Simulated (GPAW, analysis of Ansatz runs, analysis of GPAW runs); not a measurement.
**Be on a Cd site in CdTe: local vibrational mode against experiment (GPAW)**

How near does this set-up come to the measured local vibrational mode? Subject: Be on a Cd site in CdTe. Set-up: LDA, plane waves 500 eV, 32-site cell, LDA lattice, k: 2x2x2 shifted. The model is a cell of 32 host atoms with 1 Cd taken out and 1 Be put in. The frequencies come from force constants among the defect atom and its neighbours, with the masses of the isotopes named. A local or semilocal functional is the cheapest first rung.

Measured beforehand: Threefold local mode of Be: 390 cm⁻¹ at 300 K, by near-resonant Raman scattering (“Vibrational and mechanical properties of the highly mismatched (Cd,Be)Te semiconductor alloy : Experiment and ab initio calculations”, 2023, arxiv:2303.01780).

Method: GPAW plane-wave PAW DFT, LDA; relaxation of all atoms of a defect supercell, in GPAW 26.7.0.

**1. Starting point**

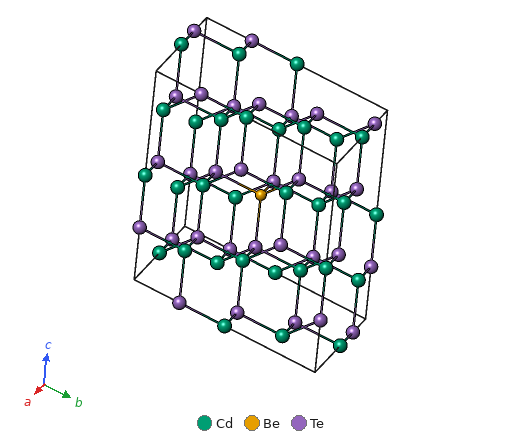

The starting structure, seen slightly off an axis (cadmium teal, beryllium orange, tellurium purple). Some periodic images of atoms are drawn too.

The cell holds 32 atoms: 15 Cd, 1 Be and 16 Te. Cell: a = 11.068 Å, b = 11.068 Å, c = 11.068 Å, α = 109.5°, β = 109.5°, γ = 109.5°. It derives from CdTe (space group F-43m). Nearest the centre at fractional (0.250, 0.500, 0.250): Be7 at 0.00 Å, Te22 at 2.77 Å, Te28 at 2.77 Å, Te19 at 2.77 Å, Te23 at 2.77 Å, Cd2 at 4.52 Å, Cd6 at 4.52 Å, Cd4 at 4.52 Å.

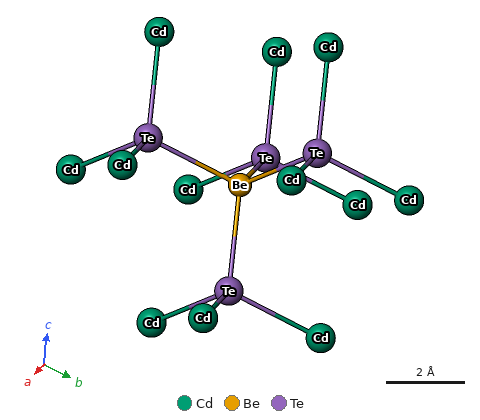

The atoms within 5 Å of the centre.

The host's primitive cell comes from a first run (GPAW plane-wave PAW DFT, LDA; relaxation of cell and atoms of a defect-free cell): vectors of 4.519, 4.519 and 4.519 Å. That is 32.62 Å³ an atom, 4.1 % under the diffraction cell's volume. The supercell is built on it.

**2. Relaxation, charge 0**

Every later number rests on the structure around the defect, so the atoms are relaxed at the host's lattice first.

Contents of run.py:

```python
import numpy as np
from ase.io import read, write
from ase.parallel import parprint, world
from gpaw import GPAW, PW
from ase.optimize import BFGS

atoms = read('POSCAR')
calc = GPAW(mode=PW(500),
            xc='LDA',
            kpts={'size': (2, 2, 2), 'gamma': False},
            occupations={'name': 'fermi-dirac', 'width': 0.01},
            nbands=147,
            convergence={'density': 1e-05, 'forces': 0.001},
            maxiter=150,
            symmetry={'point_group': False},
            txt='gpaw.txt')
atoms.calc = calc
opt = BFGS(atoms, trajectory='relax.traj', logfile='-')
done = opt.run(fmax=0.01, steps=80)
parprint('Converged:', done)
energy = atoms.get_potential_energy()
forces = atoms.get_forces()
parprint(f'Energy: {energy:.6f} eV, largest force {np.linalg.norm(forces, axis=1).max():.4f} eV/A')
calc.write('gs.gpw')
write('final.xyz', atoms)
for s in range(calc.get_number_of_spins()):
    parprint('Levels (eV), spin', s, calc.get_eigenvalues(kpt=0, spin=s)[-16:].round(3))
```

Contents of POSCAR:

```
Cd Be Cd Te
 1.0000000000000000
    -6.3903124363864983    6.3903124363864983   -6.3903124363864903
     6.3903124363864983    6.3903124363864983    6.3903124363864903
     6.3903124363864983   -6.3903124363864983   -6.3903124363864894
 Cd  Be  Cd  Te 
   6   1   9  16
Direct
 -0.0000000000000000  0.0000000000000000 -0.0000000000000000
  0.0000000000000001  0.2500000000000000  0.7500000000000001
 -0.0000000000000000  0.5000000000000000  0.5000000000000000
  0.0000000000000001  0.7500000000000000  0.2500000000000001
  0.2500000000000002  0.0000000000000000  0.7500000000000001
  0.2500000000000000  0.2500000000000000  0.5000000000000000
  0.2500000000000000  0.5000000000000000  0.2500000000000000
  0.2500000000000000  0.7500000000000000 -0.0000000000000000
  0.5000000000000000  0.0000000000000000  0.5000000000000000
  0.5000000000000000  0.2500000000000000  0.2500000000000000
  0.5000000000000000  0.5000000000000000 -0.0000000000000000
  0.5000000000000001  0.7500000000000000  0.7500000000000001
  0.7500000000000000  0.0000000000000000  0.2500000000000000
  0.7499999999999999  0.2500000000000000 -0.0000000000000000
  0.7500000000000001  0.5000000000000000  0.7500000000000001
  0.7500000000000000  0.7500000000000000  0.5000000000000000
 -0.0000000000000004  0.0000000004240992  0.7499999999999996
 -0.0000000000000004  0.2500000004240992  0.4999999999999996
 -0.0000000000000005  0.5000000004240992  0.2499999999999995
 -0.0000000000000006  0.7500000004240992 -0.0000000000000006
  0.2499999999999996  0.0000000004240992  0.4999999999999996
  0.2499999999999995  0.2500000004240992  0.2499999999999995
  0.2499999999999997  0.5000000004240993 -0.0000000000000005
  0.2499999999999997  0.7500000004240992  0.7499999999999997
  0.4999999999999995  0.0000000004240992  0.2499999999999995
  0.4999999999999996  0.2500000004240993 -0.0000000000000005
  0.4999999999999996  0.5000000004240992  0.7499999999999996
  0.4999999999999996  0.7500000004240992  0.4999999999999996
  0.7499999999999996  0.0000000004240992 -0.0000000000000006
  0.7499999999999996  0.2500000004240992  0.7499999999999996
  0.7499999999999996  0.5000000004240992  0.4999999999999996
  0.7499999999999996  0.7500000004240992  0.2499999999999995
```

Command:

```bash
OMP_NUM_THREADS=1 mpirun -n 4 gpaw python run.py > stdout
```

Log:

```text
__  _  _
 | _ |_)|_||  |
 |__||  | ||/\| - 26.7.0

Input parameters:
  mode=PW(ecut=500.0),
  convergence={'density': 1e-05, 'forces': 0.001},
  kpts=MonkhorstPack(size=(2, 2, 2), gamma=False),
  maxiter=150,
  nbands=147,
  occupations=Occupations(name='fermi-dirac', width=0.01),
  symmetry=Symmetry(point_group=False),
  xc=XC(name='LDA')

Diagonalizing LCAO Hamiltonian
Converting LCAO to pw mode

                                    Te
                                 Cd

                                       Cd
                            Te
                         Cd
                              Te  Te
                               Be
                     TCd            TCd
                  Cd       Te    Cd
                                          Te
                        Cd      Te     Cd
             Te             TCd
                   Te             Te
                                   Cd
                Cd       Te    Cd
                      Cd
                           Te Te
                            Cd

Atoms  # Å, Bohr magnetons
|    | symbol |         x |         y |         z |    initial magnetic moments |
|----|--------|-----------|-----------|-----------|-----------------------------|
|  0 |     Cd |  0.000000 |  0.000000 |  0.000000 | ( 0.0000,  0.0000,  0.0000) |
|  1 |     Cd |  6.390312 | -3.195156 | -3.195156 | ( 0.0000,  0.0000,  0.0000) |
|  2 |     Cd |  6.390312 |  0.000000 |  0.000000 | ( 0.0000,  0.0000,  0.0000) |
|  3 |     Cd |  6.390312 |  3.195156 |  3.195156 | ( 0.0000,  0.0000,  0.0000) |
|  4 |     Cd |  3.195156 | -3.195156 | -6.390312 | ( 0.0000,  0.0000,  0.0000) |
|  5 |     Cd |  3.195156 |  0.000000 | -3.195156 | ( 0.0000,  0.0000,  0.0000) |
|  6 |     Be |  3.195156 |  3.195156 |  0.000000 | ( 0.0000,  0.0000,  0.0000) |
|  7 |     Cd |  3.195156 |  6.390312 |  3.195156 | ( 0.0000,  0.0000,  0.0000) |
|  8 |     Cd |  0.000000 |  0.000000 | -6.390312 | ( 0.0000,  0.0000,  0.0000) |
|  9 |     Cd |  0.000000 |  3.195156 | -3.195156 | ( 0.0000,  0.0000,  0.0000) |
| 10 |     Cd |  0.000000 |  6.390312 |  0.000000 | ( 0.0000,  0.0000,  0.0000) |
| 11 |     Cd |  6.390312 |  3.195156 | -3.195156 | ( 0.0000,  0.0000,  0.0000) |
| 12 |     Cd | -3.195156 |  3.195156 | -6.390312 | ( 0.0000,  0.0000,  0.0000) |
| 13 |     Cd | -3.195156 |  6.390312 | -3.195156 | ( 0.0000,  0.0000,  0.0000) |
| 14 |     Cd |  3.195156 |  3.195156 | -6.390312 | ( 0.0000,  0.0000,  0.0000) |
| 15 |     Cd |  3.195156 |  6.390312 | -3.195156 | ( 0.0000,  0.0000,  0.0000) |
| 16 |     Te |  4.792734 | -4.792734 | -4.792734 | ( 0.0000,  0.0000,  0.0000) |
| 17 |     Te |  4.792734 | -1.597578 | -1.597578 | ( 0.0000,  0.0000,  0.0000) |
| 18 |     Te |  4.792734 |  1.597578 |  1.597578 | ( 0.0000,  0.0000,  0.0000) |
| 19 |     Te |  4.792734 |  4.792734 |  4.792734 | ( 0.0000,  0.0000,  0.0000) |
| 20 |     Te |  1.597578 | -1.597578 | -4.792734 | ( 0.0000,  0.0000,  0.0000) |
| 21 |     Te |  1.597578 |  1.597578 | -1.597578 | ( 0.0000,  0.0000,  0.0000) |
| 22 |     Te |  1.597578 |  4.792734 |  1.597578 | ( 0.0000,  0.0000,  0.0000) |
| 23 |     Te |  7.987891 |  1.597578 | -1.597578 | ( 0.0000,  0.0000,  0.0000) |
| 24 |     Te | -1.597578 |  1.597578 | -4.792734 | ( 0.0000,  0.0000,  0.0000) |
| 25 |     Te | -1.597578 |  4.792734 | -1.597578 | ( 0.0000,  0.0000,  0.0000) |
| 26 |     Te |  4.792734 |  1.597578 | -4.792734 | ( 0.0000,  0.0000,  0.0000) |
| 27 |     Te |  4.792734 |  4.792734 | -1.597578 | ( 0.0000,  0.0000,  0.0000) |
| 28 |     Te | -4.792734 |  4.792734 | -4.792734 | ( 0.0000,  0.0000,  0.0000) |
| 29 |     Te |  1.597578 |  1.597578 | -7.987891 | ( 0.0000,  0.0000,  0.0000) |
| 30 |     Te |  1.597578 |  4.792734 | -4.792734 | ( 0.0000,  0.0000,  0.0000) |
| 31 |     Te |  1.597578 |  7.987891 | -1.597578 | ( 0.0000,  0.0000,  0.0000) |

Unit cell  # Å
| periodic |         x |         y |         z |   lengths |     angles |
|----------|-----------|-----------|-----------|-----------|------------|
|      yes | -6.390312 |  6.390312 | -6.390312 | 11.068346 | 109.471221 |
|      yes |  6.390312 |  6.390312 |  6.390312 | 11.068346 | 109.471221 |
|      yes |  6.390312 | -6.390312 | -6.390312 | 11.068346 | 109.471221 |

Number of symmetries: 1
Symmetry operations  # r_c * U_cc + t_c -> r_c
|   | kind |            matrix            |
|---|------|------------------------------|
| 0 |  E   |  1, 0, 0,  0, 1, 0,  0, 0, 1 |

BZ-sampling:
  Number of BZ points: 8
  Number of IBZ points: 4

  Monkhorst-Pack size: [2, 2, 2]
  Monkhorst-Pack shift: [0, 0, 0]

K-points  # in reciprocal-cell coordinates
|   |                                coordinates |     weight |
|---|--------------------------------------------|------------|
| 0 | (  0.25000000,  -0.25000000,  -0.25000000) | 0.25000000 |
| 1 | (  0.25000000,  -0.25000000,   0.25000000) | 0.25000000 |
| 2 | (  0.25000000,   0.25000000,  -0.25000000) | 0.25000000 |
| 3 | (  0.25000000,   0.25000000,   0.25000000) | 0.25000000 |

Plane wave coefficients: 26548
Cutoff: 500.0 eV

Spin-components: 1 (collinear spins)
Bands:           147
Projectors:      173
Spin-degeneracy: 2
Datatype:        complex128

Density:
  Valence electrons: 278.0
  Components: 1
  Grid points: [60 60 60]
  Charge: 0.0  # |e|

Potential:
  Grid points: [60 60 60]

species:
  Cd:
    name:    Cadmium
    Z:       48.0
    valence: 12
    core:    36
    charge:  0.0  # [|e|]
    compensation charges:
      type: gauss
      rc: 0.38  # [Å]
      lmax: 2
    cutoffs:
      filter: 2.12  # [Å]
      core: 2.62  # [Å]
    projectors
    | kind |    occ | energy [eV] | rcut [Å] |
    |------|--------|-------------|----------|
    |   5s |  2.000 |      -5.950 |    1.191 |
    |   5p |  0.000 |      -1.328 |    1.228 |
    |   4d | 10.000 |     -11.904 |    1.164 |
    |    s |        |      21.261 |    1.191 |
    |    p |        |      25.883 |    1.228 |
    |    d |        |      15.307 |    1.164 |

    Using partial waves for Cd as LCAO basis

  Be:
    name:    Beryllium
    Z:       4.0
    valence: 2
    core:    2
    charge:  0.0  # [|e|]
    compensation charges:
      type: gauss
      rc: 0.25  # [Å]
      lmax: 2
    cutoffs:
      filter: 1.42  # [Å]
      core: 1.84  # [Å]
    projectors
    | kind |    occ | energy [eV] | rcut [Å] |
    |------|--------|-------------|----------|
    |   2s |  2.000 |      -5.600 |    0.794 |
    |   2p |  0.000 |      -2.099 |    0.794 |
    |    s |        |      21.612 |    0.794 |

    Using partial waves for Be as LCAO basis

  Te:
[...]
Unit cell  # Å
| periodic |         x |         y |         z |   lengths |     angles |
|----------|-----------|-----------|-----------|-----------|------------|
|      yes | -6.390312 |  6.390312 | -6.390312 | 11.068346 | 109.471221 |
|      yes |  6.390312 |  6.390312 |  6.390312 | 11.068346 | 109.471221 |
|      yes |  6.390312 | -6.390312 | -6.390312 | 11.068346 | 109.471221 |

Initialization done in: 2.238 s

convergence criteria:
- Maximum integral of absolute [dens]ity change: 1e-05 electrons / valence electron
- Maximum change in the atomic [forces] across last 2 cycles: 0.001 eV/Ang OR
Maximum error relative to the maximum force is below inf
- Maximum [total energy] change in last 3 cyles: 0.0005 eV / valence electron
- Maximum integral of absolute [eigenst]ate change: 4e-08 eV^2 / valence electron
maximum number of iterations: 150

SCF iterations
|iter     | |      energy | eigst |  dens |force |
|---------|-|-------------|-------|-------|------|
|iter:   1| | -103.534092c| -4.79 |       |      |
|iter:   2| | -103.534061c| -6.37 | -3.84 |      |
|iter:   3| | -103.533992c| -5.86 | -3.90 |      |
|iter:   4| | -103.533991c| -6.87 | -4.33 |      |
|iter:   5| | -103.533991c| -7.65c| -4.60 |      |
|iter:   6| | -103.533991c| -7.81c| -4.97 |      |
|iter:   7| | -103.533991c| -8.15c| -5.61c|-2.26 |
|iter:   8| | -103.533991c| -8.63c| -5.89c|-3.69c|

Converged in 8 steps
SCF loop duration: 51.337 s (6.417 s/step)
Energy contributions relative to reference atoms: (reference = -5235132.626516)

Energy contributions:
  Kinetic:         253.569163
  Coulomb:        -232.191730
  Zero:              3.379299
  External:          0.000000
  Xc:             -128.290722
  Entropy:          -0.000000
  Spinorbit:         0.000000
  ----------------------------
  Free energy:    -103.533991
  Extrapolated:   -103.533991

dipole moment: (42.460311, 42.460277, 300.584115)  # |e|*Ang

Fermi level: 4.459
Eigenvalues  # (at kpt = [0.250, -0.250, -0.250])
| band index |      eig [eV] | occ [0-2] |
|------------|---------------|-----------|
[...]
|        ... |               |           |
[...]
Gap: 2.241 eV
Transition (v -> c):
  (s=0, k=2, n=138, [0.25, 0.25, -0.25]) -> (s=0, k=3, n=139, [0.25, 0.25, 0.25])
Direct/indirect transitions are different
Direct gap: 2.244 eV
Transition at: (s=0, k=3, n=138, [0.25, 0.25, 0.25])

Forces  # eV/Ang
|        x |        y |        z |
|----------|----------|----------|
[...]
Te
                                 Cd

                                       Cd
                             Te
                          Cd
                              Te  Te
                               Be
                     TCd            TCd
                  Cd       Te    Cd
                        Cd             Cd Te
                                Te
             Te             TeCd
                   Te
                                  TCd
                Cd       Te    Cd
                     Cd
                              Te
                          TeCd

Atoms  # Å, Bohr magnetons
|    | symbol |         x |         y |         z |    initial magnetic moments |
|----|--------|-----------|-----------|-----------|-----------------------------|
[...]
|  6 |     Be |  3.195156 |  3.195156 | -0.000000 | ( 0.0000,  0.0000,  0.0000) |
[...]
|  8 |     Cd | -0.058989 | -0.058988 | -6.388747 | ( 0.0000,  0.0000,  0.0000) |
|  9 |     Cd |  0.058989 |  3.196721 | -3.136168 | ( 0.0000,  0.0000,  0.0000) |
| 10 |     Cd |  0.058989 |  6.331324 | -0.001565 | ( 0.0000,  0.0000,  0.0000) |
| 11 |     Cd |  6.331323 |  3.193591 | -3.136168 | ( 0.0000,  0.0000,  0.0000) |
| 12 |     Cd | -3.195156 |  3.195156 | -6.390312 | ( 0.0000,  0.0000,  0.0000) |
| 13 |     Cd | -3.196721 |  6.449301 | -3.254145 | ( 0.0000,  0.0000,  0.0000) |
| 14 |     Cd |  3.195156 |  3.195156 | -6.390313 | ( 0.0000,  0.0000,  0.0000) |
| 15 |     Cd |  3.193591 |  6.331323 | -3.136168 | ( 0.0000,  0.0000,  0.0000) |
[...]
| 24 |     Te | -1.570193 |  1.613343 | -4.765350 | ( 0.0000,  0.0000,  0.0000) |
| 25 |     Te | -1.613344 |  4.820119 | -1.624962 | ( 0.0000,  0.0000,  0.0000) |
| 26 |     Te |  4.820118 |  1.570195 | -4.808501 | ( 0.0000,  0.0000,  0.0000) |
| 27 |     Te |  4.627706 |  4.627706 | -1.432549 | ( 0.0000,  0.0000,  0.0000) |
| 28 |     Te | -4.820119 |  4.776969 | -4.765350 | ( 0.0000,  0.0000,  0.0000) |
| 29 |     Te |  1.570195 |  1.570195 | -7.972124 | ( 0.0000,  0.0000,  0.0000) |
| 30 |     Te |  1.570195 |  4.820118 | -4.808501 | ( 0.0000,  0.0000,  0.0000) |
| 31 |     Te |  1.570194 |  8.003656 | -1.624962 | ( 0.0000,  0.0000,  0.0000) |

Unit cell  # Å
| periodic |         x |         y |         z |   lengths |     angles |
|----------|-----------|-----------|-----------|-----------|------------|
|      yes | -6.390312 |  6.390312 | -6.390312 | 11.068346 | 109.471221 |
|      yes |  6.390312 |  6.390312 |  6.390312 | 11.068346 | 109.471221 |
|      yes |  6.390312 | -6.390312 | -6.390312 | 11.068346 | 109.471221 |

Initialization done in: 2.389 s

convergence criteria:
- Maximum integral of absolute [dens]ity change: 1e-05 electrons / valence electron
- Maximum change in the atomic [forces] across last 2 cycles: 0.001 eV/Ang OR
Maximum error relative to the maximum force is below inf
- Maximum [total energy] change in last 3 cyles: 0.0005 eV / valence electron
- Maximum integral of absolute [eigenst]ate change: 4e-08 eV^2 / valence electron
maximum number of iterations: 150

SCF iterations
|iter     | |      energy | eigst |  dens |force |
|---------|-|-------------|-------|-------|------|
|iter:   1| | -103.534120c| -5.29 |       |      |
|iter:   2| | -103.534115c| -6.89 | -4.03 |      |
|iter:   3| | -103.534101c| -6.74 | -4.09 |      |
|iter:   4| | -103.534098c| -7.11 | -4.41 |      |
|iter:   5| | -103.534098c| -7.90c| -4.78 |      |
|iter:   6| | -103.534098c| -8.10c| -5.10c|-2.16 |
|iter:   7| | -103.534098c| -8.46c| -5.74c|-3.82c|

Converged in 7 steps
SCF loop duration: 44.577 s (6.368 s/step)
Energy contributions relative to reference atoms: (reference = -5235132.626516)

Energy contributions:
  Kinetic:         253.605165
  Coulomb:        -232.222214
  Zero:              3.379298
  External:          0.000000
  Xc:             -128.296348
  Entropy:          -0.000000
  Spinorbit:         0.000000
  ----------------------------
  Free energy:    -103.534098
  Extrapolated:   -103.534098

dipole moment: (42.460778, 42.460747, 300.591906)  # |e|*Ang

Fermi level: 4.459
Eigenvalues  # (at kpt = [0.250, -0.250, -0.250])
| band index |      eig [eV] | occ [0-2] |
|------------|---------------|-----------|
[...]
|        ... |               |           |
[...]
|        139 |         5.687 |     0.000 |
|        140 |         5.925 |     0.000 |
|        141 |         6.105 |     0.000 |
|        142 |         6.128 |     0.000 |
|        143 |         6.128 |     0.000 |
|        144 |         6.220 |     0.000 |
|        145 |         6.624 |     0.000 |
|        146 |         6.624 |     0.000 |

Gap: 2.242 eV
Transition (v -> c):
  (s=0, k=2, n=138, [0.25, 0.25, -0.25]) -> (s=0, k=3, n=139, [0.25, 0.25, 0.25])
Direct/indirect transitions are different
Direct gap: 2.245 eV
Transition at: (s=0, k=3, n=138, [0.25, 0.25, 0.25])

Forces  # eV/Ang
|        x |        y |        z |
|----------|----------|----------|
[...]
| -0.00459 | -0.00121 | -0.00458 |  # Te  24
|  0.00121 | -0.00459 |  0.00458 |  # Te  25
| -0.00458 |  0.00458 |  0.00123 |  # Te  26
| -0.00173 | -0.00173 |  0.00173 |  # Te  27
|  0.00459 |  0.00122 | -0.00458 |  # Te  28
|  0.00458 |  0.00458 | -0.00123 |  # Te  29
|  0.00458 | -0.00458 |  0.00123 |  # Te  30
|  0.00459 | -0.00121 |  0.00458 |  # Te  31

# Writing to gs.gpw (mode='')
```

Elapsed: 18 min, on 4 MPI ranks of AMD EPYC 9R45, shared host; peak memory 3.3 GiB; 73 min of CPU time.

[end of part 1 of 2]

[Logs are printed without paths, hosts, clocks, repeated set-up lines and the standing remarks that a program may print on its own settings, such as how far it seeks lower states.]

[Hosts, paths, dates, database ids (printed as entryN), source tags and the programs' standing remarks are cut or masked in the printed files.]

[For some hosts the program warned that the k-mesh of the response run may be too coarse for force constants and the static dielectric constant; such warnings are not shown here.]
